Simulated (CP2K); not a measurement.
# AlHCl2O (SMILES [OH][Al]([Cl])[Cl]) at 3 levels

Wanted: a comparison of 3 runs (AM1, PM6, IPEA1-xTB) of AlHCl2O. 

The results are computed with CP2K 2026.2.

4 further runs of the same task are left out: 2 that didn't finish, 2 set aside as unsound or not needed.

**1. The molecule**

AlHCl2O: 5 atoms, total charge 0, spin state singlet. As SMILES, `[OH][Al]([Cl])[Cl]`. The shape comes from GFN2-xTB, which is rough for such elements, and wasn't checked as a minimum.

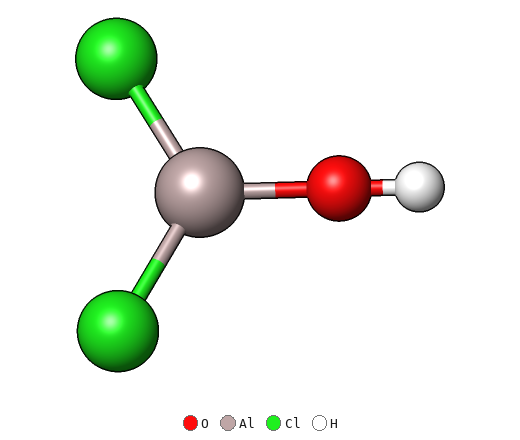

The structure, seen from a chosen angle (oxygen red, aluminium light grey, chlorine green, hydrogen white).

**2. Energy and gradient at AM1 (run 1)**

The input, calc.inp:

```
&FORCE_EVAL
  METHOD QS
  &DFT
    CHARGE 0
    MULTIPLICITY 1
    &QS
      METHOD AM1
      EPS_DEFAULT 1.0E-10
      &SE
        &COULOMB
          CUTOFF [angstrom] 50
          RC_RANGE [angstrom] 0
        &END COULOMB
        &EXCHANGE
          CUTOFF [angstrom] 50
          RC_RANGE [angstrom] 0
        &END EXCHANGE
      &END SE
    &END QS
    &POISSON
      PERIODIC NONE
      POISSON_SOLVER ANALYTIC
    &END POISSON
    # self-consistent field
    &SCF
      SCF_GUESS ATOMIC
      EPS_SCF 1.0E-05
      MAX_SCF 40
      &OT ON
        MINIMIZER DIIS
        PRECONDITIONER FULL_ALL
        ENERGY_GAP 0.5
      &END OT
      &OUTER_SCF
        EPS_SCF 1.0E-05
        MAX_SCF 5
      &END OUTER_SCF
    &END SCF
    &PRINT
      &MOMENTS
        PERIODIC F
        REFERENCE COM
        MAX_MOMENT 1
      &END MOMENTS
      &MO_CUBES
        NLUMO 1
        NHOMO -1
        WRITE_CUBE F
      &END MO_CUBES
      &HIRSHFELD OFF
      &END HIRSHFELD
    &END PRINT
  &END DFT
  &SUBSYS
    # box in angstrom
    &CELL
      ABC [angstrom] 14.3 15.7 14.7
      PERIODIC NONE
    &END CELL
    &COORD
      UNIT bohr
      O      0.1732690     2.2308784     0.0614728
      Al    -0.0608681    -0.8578034    -0.0198043
      Cl     1.9981586    -2.9228772     2.4704768
      Cl    -2.4049977    -2.4615950    -2.5985057
      H      0.2944382     4.0113972     0.0863416
    &END COORD
    &TOPOLOGY
      &CENTER_COORDINATES
      &END CENTER_COORDINATES
    &END TOPOLOGY
  &END SUBSYS
  &PRINT
    &FORCES ON
    &END FORCES
  &END PRINT
&END FORCE_EVAL

&GLOBAL
  PROJECT_NAME calc
  RUN_TYPE ENERGY_FORCE
  PRINT_LEVEL MEDIUM
&END GLOBAL
```

On the command line:

```bash
$ OMP_NUM_THREADS=1 cp2k.psmp -i calc.inp -o calc.out
```

Log:

```text
CP2K| version string:                                       CP2K version 2026.2
[...]
 GLOBAL| Method name                                                        CP2K
[...]
 GLOBAL| Run type                                                   ENERGY_FORCE
[...]
                             - Atoms:                                          5
[...]
                             - Spherical basis functions:                     17
[...]
 Number of electrons:                                                         24
[...]
     1 OT DIIS     0.15E+00    0.0     0.25028296       -39.1973560222 -3.92E+01
[...]
    24 OT DIIS     0.15E+00    0.0     0.00000723       -41.7141501987 -7.91E-09
  *** SCF run converged in    24 steps ***
  Core-core repulsion energy [eV]:                           1073.04708700816195
  Core Hamiltonian energy [eV]:                             -1903.44738637002160
  Two-electron integral energy [eV]:                         -609.39890789260528
  Electronic energy [eV]:                                   -2208.14684031632441
  Total energy [eV]:                                        -1135.09975330816224
  Atomic reference energy [eV]:                              1129.11696579731779
  Heat of formation [kcal/mol]:                              -137.96636849296436
[...]
 SE_DIPOLE| Moment [Debye]         -0.17117197      -2.29443443      -0.03702525
 SE_DIPOLE| Derivative [a.u.]       0.00000000       0.00000000       0.00000000
 *** WARNING in qs_scf_post_se.F:140 :: Printing of MO cube files not ***
 *** implemented for Semi-Empirical method.                           ***
 ENERGY| Total FORCE_EVAL ( QS ) energy [hartree]            -41.714150205387810
 FORCES| Atomic forces [hartree/bohr]
 FORCES|   Atom     x               y               z               |f|
 FORCES|      1  1.67786305E-03  1.52414739E-02  1.11315491E-03   1.53739021E-02
 FORCES|      2 -2.36749483E-03 -2.81733178E-02 -8.59710191E-04   2.82856849E-02
 FORCES|      3 -1.34893366E-02  1.48188028E-02 -1.64314928E-02   2.59143411E-02
 FORCES|      4  1.54465742E-02  1.16055013E-02  1.68952395E-02   2.56658028E-02
 FORCES|      5 -1.26760587E-03 -1.34924601E-02 -7.17191344E-04   1.35708389E-02
 FORCES| Sum     3.53883589E-16  7.21644966E-16 -3.01841885E-16
 FORCES| Total atomic force                                       8.58553187E-16
[...]
```

It took 0.44 s on 1 thread of Arm Neoverse V1, shared host.

**3. A single-point energy at PM6 (run 2)**

The input, run.inp:

```
&FORCE_EVAL
  METHOD QS
  &DFT
    # Quickstep
    &QS
      METHOD PM6
      EPS_DEFAULT 1.0E-10
      &SE
        &COULOMB
          CUTOFF [angstrom] 50
          RC_RANGE [angstrom] 0
        &END COULOMB
        &EXCHANGE
          CUTOFF [angstrom] 50
          RC_RANGE [angstrom] 0
        &END EXCHANGE
      &END SE
    &END QS
    &POISSON
      PERIODIC NONE
      POISSON_SOLVER ANALYTIC
    &END POISSON
    # SCF settings
    &SCF
      SCF_GUESS ATOMIC
      EPS_SCF 1.0E-06
      MAX_SCF 40
      &OT
        MINIMIZER DIIS
        PRECONDITIONER FULL_SINGLE_INVERSE
      &END OT
      &OUTER_SCF
        EPS_SCF 1.0E-06
        MAX_SCF 10
      &END OUTER_SCF
    &END SCF
    # extra output
    &PRINT
      &MOMENTS
        PERIODIC F
        REFERENCE COM
        MAX_MOMENT 1
      &END MOMENTS
      &MO_CUBES
        NLUMO 5
        NHOMO -1
        WRITE_CUBE F
      &END MO_CUBES
      &HIRSHFELD OFF
      &END HIRSHFELD
    &END PRINT
  &END DFT
  &SUBSYS
    &CELL
      ABC 10.3 11.7 10.7
      PERIODIC NONE
    &END CELL
    &COORD
      O      0.091690     1.180530     0.032530
      Al    -0.032210    -0.453930    -0.010480
      Cl     1.057380    -1.546720     1.307320
      Cl    -1.272670    -1.302620    -1.375070
      H      0.155810     2.122740     0.045690
    &END COORD
    &TOPOLOGY
      &CENTER_COORDINATES
      &END CENTER_COORDINATES
    &END TOPOLOGY
  &END SUBSYS
&END FORCE_EVAL
&GLOBAL
  PROJECT run
  RUN_TYPE ENERGY
  PRINT_LEVEL MEDIUM
&END GLOBAL
```

On the command line:

```bash
$ OMP_NUM_THREADS=1 cp2k.psmp -i run.inp -o run.out
```

Log:

```text
CP2K| version string:                                       CP2K version 2026.2
[...]
 GLOBAL| Method name                                                        CP2K
[...]
 GLOBAL| Run type                                                         ENERGY
[...]
                             - Atoms:                                          5
[...]
                             - Spherical basis functions:                     32
[...]
 Number of electrons:                                                         24
[...]
     1 OT DIIS     0.80E-01    0.0     0.24605976       -28.2890544636 -2.83E+01
[...]
     7 OT DIIS     0.80E-01    0.0     0.00000045       -31.9466485533 -1.18E-10
  *** SCF run converged in     7 steps ***
  Core-core repulsion energy [eV]:                           1029.46336738127479
  Core Hamiltonian energy [eV]:                             -1448.25867914754917
  Two-electron integral energy [eV]:                         -901.03440989700346
  Electronic energy [eV]:                                   -1898.77588409605119
  Total energy [eV]:                                         -869.31251671477617
  Atomic reference energy [eV]:                               863.05829479731767
  Heat of formation [kcal/mol]:                              -144.22579510584427
[...]
 SE_DIPOLE| Moment [Debye]         -0.14662033      -1.96763048      -0.02590514
 SE_DIPOLE| Derivative [a.u.]       0.00000000       0.00000000       0.00000000
 *** WARNING in qs_scf_post_se.F:140 :: Printing of MO cube files not ***
 *** implemented for Semi-Empirical method.                           ***
 ENERGY| Total FORCE_EVAL ( QS ) energy [hartree]            -31.946648553315839
[...]
```

Run time: 0.6 s. Hardware: 1 thread of Arm Neoverse V1, shared host.

**4. A single-point energy at IPEA1-xTB (run 3)**

The input, molecule.inp:

```
&GLOBAL
 PROJECT molecule
 RUN_TYPE ENERGY
 PRINT_LEVEL MEDIUM
&END

&FORCE_EVAL
 METHOD QUICKSTEP
 &DFT
  # Quickstep
  &QS
   METHOD XTB
   EPS_DEFAULT 1.0E-10
   &XTB
    GFN_TYPE TBLITE
    &TBLITE
     METHOD IPEA1
    &END
    CHECK_ATOMIC_CHARGES F
   &END
  &END
  # isolated system
  &POISSON
   PERIODIC NONE
   POISSON_SOLVER ANALYTIC
  &END
  # SCF settings
  &SCF
   SCF_GUESS ATOMIC
   EPS_SCF 1.0E-06
   MAX_SCF 150
   ADDED_MOS 8
   &DIAGONALIZATION
    ALGORITHM STANDARD
   &END
   &MIXING
    METHOD DIRECT_P_MIXING
    ALPHA 0.4
   &END
   &SMEAR ON
    METHOD FERMI_DIRAC
    ELECTRONIC_TEMPERATURE [K] 300
   &END
  &END
  &PRINT
   &MOMENTS
    PERIODIC F
    REFERENCE COM
    MAX_MOMENT 1
   &END
   &MO ON
    ENERGIES T
    OCCUPATION_NUMBERS T
    NDIGITS 6
    &EACH
     QS_SCF 0
    &END
    ADD_LAST NUMERIC
   &END
   &HIRSHFELD OFF
   &END
  &END
 &END
 &SUBSYS
  &CELL
   ABC 18.3 19.7 18.7
   PERIODIC NONE
  &END
  &COORD
   O      0.091690     1.180530     0.032530
   Al    -0.032210    -0.453930    -0.010480
   Cl     1.057380    -1.546720     1.307320
   Cl    -1.272670    -1.302620    -1.375070
   H      0.155810     2.122740     0.045690
  &END
  &TOPOLOGY
   &CENTER_COORDINATES
   &END
  &END
 &END
&END
```

On the command line:

```bash
$ OMP_NUM_THREADS=1 cp2k.psmp -i molecule.inp -o molecule.out
```

Log:

```text
CP2K| version string:                                       CP2K version 2026.2
[...]
 GLOBAL| Method name                                                        CP2K
[...]
 GLOBAL| Run type                                                         ENERGY
[...]
                             - Atoms:                                          5
[...]
                             - Spherical basis functions:                     34
[...]
 Number of electrons:                                                         24
[...]
  *** SCF run converged in    16 steps ***
[...]
  Fermi energy:                                                -0.32041267697600
[...]
 TB_DIPOLE| Moment [Debye]          0.09029816       1.21811543       0.02114071
 TB_DIPOLE| Derivative [a.u.]       0.00000000       0.00000000       0.00000000
[...]
 ENERGY| Total FORCE_EVAL ( QS ) energy [hartree]            -15.607114516171846
[...]
```

It took 0.26 s on 1 thread of Arm Neoverse V1, shared host.

**5. The series**

```csv
run,level,task,SCF convergence threshold,energy (Eh),dipole moment (D),heat of formation (kcal/mol),wall time
1,AM1,gradient,1e-05,-41.714150,2.30,-138.0,0.44 s
2,PM6,energy,1e-06,-31.946649,1.97,-144.2,0.6 s
3,IPEA1-xTB,energy,1e-06,-15.607115,1.22,–,0.26 s
```

**6. Results**

| quantity | value |
| --- | --- |
| run 3: total energy | -15.60711 Eh |
| run 3: dipole moment (from atomic charges alone) | 1.22 D |
| run 3: HOMO energy | -13.22 eV |
| run 3: LUMO energy | -7.82 eV |
| run 3: HOMO–LUMO gap | 5.39 eV |

What this shows: The dipole moment (its size) runs from 1.22 D (IPEA1-xTB) to 2.30 D (AM1). Some of these are taken from atomic charges alone. Force-field and semi-empirical energies have zeros of their own, so their totals don't compare. All runs together took 1.3 s, the longest 0.6 s.
